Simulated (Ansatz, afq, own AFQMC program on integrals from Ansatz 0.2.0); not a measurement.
# NHO (singlet): AFQMC on the coupled-cluster ladder at distance N1–O2 = 0.939 Å, cc-pVDZ

How near does AFQMC come to the top of the ladder for NHO (singlet)?

The runs use Ansatz 0.2.0, Gaussian basis, and an in-house AFQMC program (afq) on its integrals; all values are calculated; cc-pVDZ, frozen cores.

Plan: PBE (unrestricted); r2SCAN (unrestricted); PBE0 (unrestricted); B3LYP (unrestricted); wB97M-V (unrestricted); B2PLYP (unrestricted); CCSD(T) on RHF; CCSDT(Q) on RHF; Phaseless AFQMC, CISD trial on RHF; Phaseless AFQMC, single-determinant trial on RHF; Free-projection AFQMC, CISD trial on RHF; Phaseless AFQMC, CID trial on RHF; UHF.

4 further runs of the same task are left out: 1 for a known fault of the program, 3 that didn't finish.

## 1. The geometry

The geometry derives from a PBE0/def2-TZVP stationary point (not a proven minimum). One bond is set to the value named and the two fragments are kept rigid.

3 atoms, charge 0, spin multiplicity 1.

Atoms are counted from 1 here; the program's logs count them from 0.

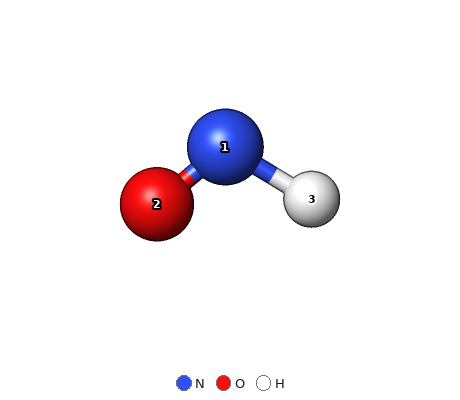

The structure; nitrogen blue, oxygen red, hydrogen white; atoms are numbered from 1 in the order of the file.

As a file:

```mol
HNO
  3D, bonds by distance, orders not assigned

  3  2  0  0  0  0  0  0  0  0999 V2000
    0.0000   -0.1121    0.4609 N   0  0
    0.0000    0.0464   -0.4646 O   0  0
    0.0000    0.8217    0.9695 H   0  0
  1  2  8  0
  1  3  8  0
M  END
```

## 2. PBE (unrestricted)

The input, in.yaml:

```yaml
crystal:
  periodic: [false, false, false]
  atoms:
    - {symbol: N, position_ang: [0.000000, -0.112081, 0.460933]}
    - {symbol: O, position_ang: [0.000000, 0.046353, -0.464604]}
    - {symbol: H, position_ang: [0.000000, 0.821743, 0.969534]}
basis:
  gaussian: {orbitals: cc-pVDZ}
magnetization: {spin_polarized: true, initial_magnetization: 0}
hamiltonian: {xc: {name: PBE}}
output: {orbitals: {seedname: orbitals}}
```

The run is started by

```
ansatz run in.yaml --threads 1 --pin off --events-out ev --progress --plain --max-ram 1382MiB
```

The program printed:

```text
Functional definition: PBE
  name "PBE"
  cite "Perdew, Burke & Ernzerhof, Phys. Rev. Lett. 77, 3865 (1996) doi:10.1103/PhysRevLett.77.3865"
  parent pbe
  parameter kappa = 0.804
  parameter beta = 0.06672455060314922
  exchange = pbe_x(kappa = kappa, mu = beta*pi^2/3)
  correlation = pbe_c(beta = beta)
391 factors; their error is unknown
mean field evaluation 1: about -3538.3346 eV, gradient 2.6e1 eV
mean field evaluation 2: about -3534.6974 eV, gradient 3.8e1 eV
mean field evaluation 4: about -3541.0549 eV, gradient 2.4e0 eV
mean field evaluation 8: about -3541.0557 eV, gradient 1.8e-2 eV
mean field evaluation 16: about -3540.2103 eV, gradient 5.0e0 eV
mean field -3541.05573108 eV, -130.1313979033 hartree, gradient 1.6e-5 eV, S^2 0.000000; 1 other end points of the search recorded, 0 dependent functions left out
reference -3541.05574656 eV, -130.1313984722 hartree; 8, 8 occupied and 25, 25 virtual orbitals, 391 factors
Total energy: -3541.05574656 eV, -130.1313984722 hartree
```

Wall time 0.67 s (1 thread of Arm Neoverse V1, shared host).

From the report: ⟨S²⟩ of the determinant 0.000 (pure singlet: 0.00).

## 3. r2SCAN (unrestricted)

in.yaml: that of step 2 with these lines changed.

```diff
@@ -9,3 +9,2 @@
 magnetization: {spin_polarized: true, initial_magnetization: 0}
-hamiltonian: {xc: {name: PBE}}
-output: {orbitals: {seedname: orbitals}}
+hamiltonian: {xc: {name: r2SCAN}}
```

Launched as before.

The program printed:

```text
Functional definition: r2SCAN
  name "r2SCAN"
  cite "Furness, Kaplan, Ning, Perdew & Sun, J. Phys. Chem. Lett. 11, 8208 (2020) doi:10.1021/acs.jpclett.0c02405"
  cite "Furness, Kaplan, Ning, Perdew & Sun, J. Phys. Chem. Lett. 11, 9248 (2020) doi:10.1021/acs.jpclett.0c03077"
  parent r2scan
  parameter k0 = 0.174
  parameter k1 = 0.065
  parameter a1 = 4.9479
  exchange = r2scan_x(k0 = k0, k1 = k1, a1 = a1)
  correlation = r2scan_c
391 factors; their error is unknown
mean field evaluation 1: about -3540.9549 eV, gradient 2.3e1 eV
mean field evaluation 2: about -3539.5397 eV, gradient 2.9e1 eV
mean field evaluation 4: about -3543.0640 eV, gradient 1.6e0 eV
mean field evaluation 8: about -3543.0546 eV, gradient 2.7e-2 eV
mean field evaluation 16: about -3543.0199 eV, gradient 4.9e-1 eV
mean field -3543.05456021 eV, -130.2048535192 hartree, gradient 2.7e-5 eV, S^2 0.000000; 1 other end points of the search recorded, 0 dependent functions left out
reference -3543.05456479 eV, -130.2048536875 hartree; 8, 8 occupied and 25, 25 virtual orbitals, 391 factors
Total energy: -3543.05456479 eV, -130.2048536875 hartree
```

It took 1.4 s on 1 thread of Arm Neoverse V1, shared host.

From the report: ⟨S²⟩ of the determinant 0.000 (pure singlet: 0.00).

## 4. PBE0 (unrestricted)

in.yaml: that of step 3 with these lines changed.

```diff
@@ -9,2 +9,3 @@
 magnetization: {spin_polarized: true, initial_magnetization: 0}
-hamiltonian: {xc: {name: r2SCAN}}
+hamiltonian: {xc: {name: PBE0}}
+output: {orbitals: {seedname: orbitals}}
```

The command is unchanged.

The program printed:

```text
Functional definition: PBE0
  name "PBE0"
  cite "Adamo & Barone, J. Chem. Phys. 110, 6158 (1999) doi:10.1063/1.478522"
  cite "Perdew, Burke & Ernzerhof, Phys. Rev. Lett. 77, 3865 (1996) doi:10.1103/PhysRevLett.77.3865"
  parent pbe
  parameter a = 0.25
  parameter kappa = 0.804
  parameter beta = 0.06672455060314922
  exchange = (1 - a)*pbe_x(kappa = kappa, mu = beta*pi^2/3) + a*exact_x
  correlation = pbe_c(beta = beta)
307 factors; integrals over basis functions are off by at most 1.5e-3 eV
mean field evaluation 1: about -3539.7189 eV, gradient 2.0e1 eV
mean field evaluation 2: about -3539.5718 eV, gradient 2.1e1 eV
mean field evaluation 4: about -3541.2016 eV, gradient 8.9e-1 eV
mean field evaluation 8: about -3541.2023 eV, gradient 1.6e-3 eV
mean field evaluation 16: about -3540.4054 eV, gradient 4.3e0 eV
mean field -3541.20231602 eV, -130.1367848005 hartree, gradient 3.4e-5 eV, S^2 0.000000; 1 other end points of the search recorded, 0 dependent functions left out
reference -3541.20232702 eV, -130.1367852048 hartree; 8, 8 occupied and 25, 25 virtual orbitals, 307 factors
Total energy: -3541.20232702 eV, -130.1367852048 hartree
```

Run time: 0.7 s. Hardware: 1 thread of Arm Neoverse V1, shared host.

From the report: ⟨S²⟩ of the determinant 0.000 (pure singlet: 0.00).

## 5. B3LYP (unrestricted)

in.yaml: that of step 4 with these lines changed.

```diff
@@ -9,3 +9,2 @@
 magnetization: {spin_polarized: true, initial_magnetization: 0}
-hamiltonian: {xc: {name: PBE0}}
-output: {orbitals: {seedname: orbitals}}
+hamiltonian: {xc: {name: B3LYP}}
```

Same command.

The program printed, shortened:

```text
Functional definition: B3LYP
  name "B3LYP"
  cite "Stephens, Devlin, Chabalowski & Frisch, J. Phys. Chem. 98, 11623 (1994) doi:10.1021/j100096a001"
  cite "Becke, Phys. Rev. A 38, 3098 (1988) doi:10.1103/PhysRevA.38.3098"
  cite "Lee, Yang & Parr, Phys. Rev. B 37, 785 (1988) doi:10.1103/PhysRevB.37.785"
  cite "Vosko, Wilk & Nusair, Can. J. Phys. 58, 1200 (1980) doi:10.1139/p80-159"
[...]
307 factors; integrals over basis functions are off by at most 1.5e-3 eV
[...]
mean field -3544.89720125 eV, -130.2725693283 hartree, gradient 3.0e-5 eV, S^2 0.000000; 1 other end points of the search recorded, 0 dependent functions left out
reference -3544.89732377 eV, -130.2725738308 hartree; 8, 8 occupied and 25, 25 virtual orbitals, 307 factors
Total energy: -3544.89732377 eV, -130.2725738308 hartree
```

It took 0.67 s on 1 thread of Arm Neoverse V1, shared host.

From the report: ⟨S²⟩ of the determinant 0.000 (pure singlet: 0.00).

## 6. wB97M-V (unrestricted)

in.yaml: that of step 5 with these lines changed.

```diff
@@ -9,2 +9,3 @@
 magnetization: {spin_polarized: true, initial_magnetization: 0}
-hamiltonian: {xc: {name: B3LYP}}
+hamiltonian: {xc: {name: wB97M-V}}
+output: {orbitals: {seedname: orbitals}}
```

Same command.

The program printed, shortened:

```text
Functional definition: wB97M-V
  name "wB97M-V"
  cite "Mardirossian & Head-Gordon, J. Chem. Phys. 144, 214110 (2016) doi:10.1063/1.4952647"
  cite "Becke, J. Chem. Phys. 107, 8554 (1997) doi:10.1063/1.475007"
  cite "Vydrov & Van Voorhis, J. Chem. Phys. 133, 244103 (2010) doi:10.1063/1.3521275"
  # Of w^i u^j: cxij and so on, Table III.
[...]
  gx(w, u) = 1 - cx + cx01*u + cx10*w
  gss(w, u) = css00 + css04*u^4 + css10*w + css20*w^2 + css43*w^4*u^3
  gos(w, u) = cos00 + cos10*w + (cos20 + cos21*u)*w^2 + (cos60 + cos61*u)*w^6
[...]
      + integral(e_c_pw_mod_opposite_spin*gos(b97_w_opposite, b97_u_opposite)) + vv10(b, c)
307 factors; integrals over basis functions are off by at most 1.5e-3 eV
75 factors; integrals over basis functions are off by at most 2.6e-6 eV
[...]
mean field -3543.95191995 eV, -130.2378308814 hartree, gradient 2.7e-5 eV, S^2 0.000000; 1 other end points of the search recorded, 0 dependent functions left out
reference -3543.95193730 eV, -130.2378315189 hartree; 8, 8 occupied and 25, 25 virtual orbitals, 307 factors
Total energy: -3543.95193730 eV, -130.2378315189 hartree
```

Wall time 2.5 s (1 thread of Arm Neoverse V1, shared host).

From the report: ⟨S²⟩ of the determinant 0.000 (pure singlet: 0.00).

## 7. B2PLYP (unrestricted)

in.yaml: that of step 6 with these lines changed.

```diff
@@ -9,3 +9,3 @@
 magnetization: {spin_polarized: true, initial_magnetization: 0}
-hamiltonian: {xc: {name: wB97M-V}}
-output: {orbitals: {seedname: orbitals}}
+hamiltonian: {xc: {name: B2PLYP}}
+correlation: {electrons: outside_noble_gas}
```

The command is unchanged.

The program printed, shortened:

```text
Functional definition: B2PLYP
  name "B2PLYP"
  cite "Grimme, J. Chem. Phys. 124, 034108 (2006) doi:10.1063/1.2148954"
  cite "Becke, Phys. Rev. A 38, 3098 (1988) doi:10.1103/PhysRevA.38.3098"
  cite "Lee, Yang & Parr, Phys. Rev. B 37, 785 (1988) doi:10.1103/PhysRevB.37.785"
[...]
307 factors; integrals over basis functions are off by at most 1.5e-3 eV
[...]
mean field -3539.02273004 eV, -130.0566864932 hartree, gradient 1.1e-6 eV, S^2 0.000000; 2 other end points of the search recorded, 0 dependent functions left out
2 core orbitals not correlated: weight in the atoms' cores, before any rotation towards them, 1.000 or more for the frozen orbitals, at most 0.000 for the correlated occupied ones
reference -3539.02280525 eV, -130.0566892571 hartree; 6, 6 occupied and 25, 25 virtual orbitals, 307 factors
second order -10.07260020 eV of doubles, -0.00000000 eV of singles
Total energy: -3541.74240730 eV, -130.1566327891 hartree
```

Run time: 0.85 s. Hardware: 1 thread of Arm Neoverse V1, shared host.

From the report: ⟨S²⟩ of the determinant 0.000 (pure singlet: 0.00).

## 8. CCSD(T) on RHF

in.yaml: that of step 7 with these lines changed.

```diff
@@ -8,4 +8,3 @@
   gaussian: {orbitals: cc-pVDZ}
-magnetization: {spin_polarized: true, initial_magnetization: 0}
-hamiltonian: {xc: {name: B2PLYP}}
-correlation: {electrons: outside_noble_gas}
+magnetization: {spin_polarized: false}
+correlation: {method: ccsd_t, electrons: outside_noble_gas, hamiltonian_folder: ham}
```

The command is unchanged.

The program printed, shortened:

```text
Functional definition: HF
  name "HF"
  cite "Fock, Z. Phys. 61, 126 (1930) doi:10.1007/BF01340294"
  parent pbe
[...]
307 factors; integrals over basis functions are off by at most 1.5e-3 eV
[...]
mean field -3527.03413966 eV, -129.6161139231 hartree, gradient 7.4e-7 eV, S^2 0.000000; 0 other end points of the search recorded, 0 dependent functions left out
2 core orbitals not correlated: weight in the atoms' cores, before any rotation towards them, 1.000 or more for the frozen orbitals, at most 0.000 for the correlated occupied ones
reference -3527.03413966 eV, -129.6161139231 hartree; 6, 6 occupied and 25, 25 virtual orbitals, 307 factors
second order -8.38827655 eV of doubles, -0.00000000 eV of singles
cycle   1  -8.61013509 eV  change   -2.2e-1 eV  update   5.5e-2
[...]
cycle   9  -8.85428438 eV  change   -4.2e-6 eV  update   1.1e-5
perturbative correction -0.20799991 eV, -0.0076438556 hartree
Total energy: -3536.09642395 eV, -129.9491467279 hartree
```

Wall time 0.33 s (1 thread of Arm Neoverse V1, shared host).

From the report: correlation -9.0623 eV; T1 0.012; largest double amplitude 0.08.

This run also writes the integrals to the folder ham.

## 9. CCSDT(Q) on RHF

in.yaml: that of step 8 with these lines changed.

```diff
@@ -9,2 +9,2 @@
 magnetization: {spin_polarized: false}
-correlation: {method: ccsd_t, electrons: outside_noble_gas, hamiltonian_folder: ham}
+correlation: {method: ccsdt_q, electrons: outside_noble_gas}
```

Launched as before.

The program printed, shortened:

```text
Functional definition: HF
  name "HF"
  cite "Fock, Z. Phys. 61, 126 (1930) doi:10.1007/BF01340294"
  parent pbe
[...]
572 factors; integrals over basis functions are off by at most 1.6e-7 eV
[...]
mean field -3527.03417806 eV, -129.6161153340 hartree, gradient 7.3e-7 eV, S^2 0.000000; 0 other end points of the search recorded, 0 dependent functions left out
2 core orbitals not correlated: weight in the atoms' cores, before any rotation towards them, 1.000 or more for the frozen orbitals, at most 0.000 for the correlated occupied ones
reference -3527.03417806 eV, -129.6161153340 hartree; 6, 6 occupied and 25, 25 virtual orbitals, 572 factors
second order -8.38830831 eV of doubles, -0.00000000 eV of singles
cycle   1  -8.61014120 eV  change   -2.2e-1 eV  update   6.4e-2
[...]
cycle  15  -9.07299944 eV  change   -7.0e-7 eV  update   7.4e-7
perturbative correction -0.01974829 eV, -0.0007257361 hartree
Total energy: -3536.12692578 eV, -129.9502676495 hartree
```

Wall time 3.5 s (1 thread of Arm Neoverse V1, shared host).

From the report: correlation -9.0927 eV; T1 0.012; largest double amplitude 0.09.

(Part 1 of 2 ends here.)
